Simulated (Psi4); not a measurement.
**CH4Si (SMILES C=[SiH2]), run twice**

Aim: the energy of CH4Si at FNO-MP4/DZ (density fitting, Cartesian functions).

Program for the calculation: Psi4 1.11.

2 further runs of the same task are left out: 2 set aside as unsound or not needed.

**1. The structure to begin with**

The species is CH4Si (6 atoms), meant as a singlet with charge 0. SMILES: `C=[SiH2]`. Geometry: relaxed at GFN2-xTB.

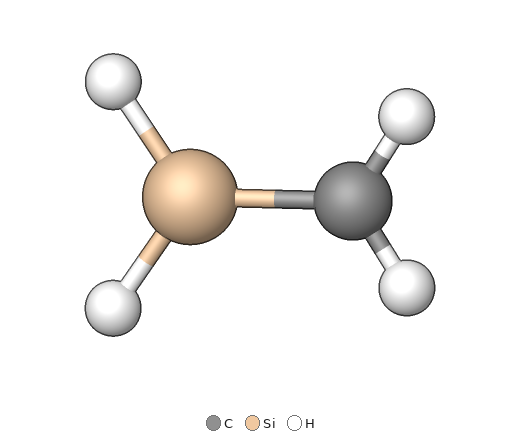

Viewed from a chosen angle; carbon grey, silicon light orange, hydrogen white.

**2. First attempt**

The input, input.in:

```
memory 1600 mb

molecule {
  0 1
  C
  Si 1 1.747533
  H 1 1.076736 2 122.40791
  H 1 1.076606 3 115.04696 2 -179.95096
  H 2 1.458346 1 124.4977 4 179.93638
  H 2 1.458225 5 110.9027 1 179.92731
  units angstrom
}

set {
  basis DZ
  maxiter 3
}

E, wfn = energy('fno-mp4', return_wfn=True)
print_variables()
```

Command:

```sh
$ psi4 input.in input.out -n 1
```

input.out:

```text
Psi4 1.11 release

   => Loading Basis Set <=

    Name: DZ
    Role: ORBITAL
    Keyword: BASIS

         ---------------------------------------------------------
                                   SCF
                              RHF Reference
                        1 Threads,   1525 MiB Core
         ---------------------------------------------------------

  ==> Geometry <==

    Molecular point group: c1
    Full point group: C1

    Geometry (in Angstrom), charge = 0, multiplicity = 1:

[... 86 lines left out ...]
                        Total Energy        Delta E     RMS |[F,P]|

   @RHF iter SAD:  -328.28927297247503   -3.28289e+02   0.00000e+00
   @RHF iter   1:  -328.90577516376965   -6.16502e-01   1.00282e-02 ADIIS/DIIS
   @RHF iter   2:  -328.95518603407692   -4.94109e-02   7.13036e-03 ADIIS/DIIS
   @RHF iter   3:  -328.99467468263833   -3.94886e-02   6.62580e-04 ADIIS/DIIS

PsiException: Could not converge SCF iterations in 3 iterations.

  Failed to converge.

psi4.driver.p4util.exceptions.SCFConvergenceError: Could not converge SCF iterations in 3 iterations.

Printing out the relevant lines from the Psithon --> Python processed input file:
      units angstrom
    """)
    core.IO.set_default_namespace("")
    core.set_global_option("BASIS", "DZ")
    core.set_global_option("MAXITER", 3)
--> E, wfn = energy('fno-mp4', return_wfn=True)
    print_variables()

!-----------------------------------------------------!
!                                                     !
!  Could not converge SCF iterations in 3 iterations. !
!                                                     !
!-----------------------------------------------------!

    Psi4 run time: 0:00:00.95
```

It took 2.4 s on 1 thread of AMD EPYC 7R43 (Zen 3), shared host; peak memory 0.18 GiB.

**3. Diagnosis**

The iterations ended before the threshold was met.

The telling line is `Could not converge SCF iterations in 3 iterations.`. The fault: the iteration cap is too low for convergence. To mend it: iteration cap at its default in place of 3.

**4. Second attempt**

The input, ch4si.inp:

```
memory 1600 mb

molecule molecule1 {
  0 1
  C
  Si 1 1.747533
  H 1 1.076736 2 122.40791
  H 1 1.076606 3 115.04696 2 -179.95096
  H 2 1.458346 1 124.4977 4 179.93638
  H 2 1.458225 5 110.9027 1 179.92731
  units angstrom
}

set globals {
  basis DZ
}

e, wfn = energy('fno-mp4', return_wfn=True)
print_variables()
```

Command:

```sh
$ psi4 -i ch4si.inp -o ch4si.out -n 1
```

ch4si.out:

```text
[...]
  Running in c1 symmetry.
[...]
  Nuclear repulsion =   50.789461733517427
[...]
  Multiplicity = 1
[...]
  Nalpha       = 12
  Nbeta        = 12
[...]
    Number of basis functions: 36
[...]
   @RHF iter   1:  -328.90577516376965   -6.16502e-01   1.00282e-02 ADIIS/DIIS
[...]
   @RHF iter  11:  -328.99591142882707    3.41061e-13   1.19456e-09 DIIS
[...]
    Orbital Energies [Eh]
    ---------------------
    Doubly Occupied:
       1A    -68.797802     2A    -11.230446     3A     -6.153704
       4A     -4.258312     5A     -4.258153     6A     -4.256847
       7A     -0.917110     8A     -0.697821     9A     -0.584005
      10A     -0.507895    11A     -0.489900    12A     -0.310723
[...]
  @RHF Final Energy:  -328.99591142882707
   => Energetics <=
    Nuclear Repulsion Energy =             50.7894617335174274
    One-Electron Energy =                -554.6453083093964551
    Two-Electron Energy =                 174.8599351470519423
    Total Energy =                       -328.9959114288270712
[...]
 Multipole Moments:
 ------------------------------------------------------------------------------------
     Multipole            Electronic (a.u.)      Nuclear  (a.u.)        Total (a.u.)
 ------------------------------------------------------------------------------------
 L = 1.  Multiply by 2.5417464519 to convert [e a0] to [Debye]
 Dipole X            :         -0.0021004            0.0021817            0.0000812
 Dipole Y            :         -0.0029796            0.0026088           -0.0003709
 Dipole Z            :          1.0752642           -0.7537472            0.3215170
 Magnitude           :                                                    0.3215173
[...]
      * MP2 total energy:                   -329.220496113162
[...]
      * MP2 total energy:                   -329.220496113162
[...]
      * MP3 total energy:                   -329.240437427226
[...]
```

Wall time 3.6 s (1 thread of AMD EPYC 7R43 (Zen 3), shared host); peak memory 0.19 GiB.

**5. Summary of results**

Level: FNO-MP4/DZ (density fitting, Cartesian functions).

| quantity | value |
| --- | --- |
| total energy | -329.25284 Eh |
| HOMO energy (Hartree–Fock orbitals) | -8.46 eV |
| LUMO energy (Hartree–Fock orbitals) | 1.98 eV |
| HOMO–LUMO gap (Hartree–Fock orbitals) | 10.44 eV |
| correlation energy | -256.9 mEh |
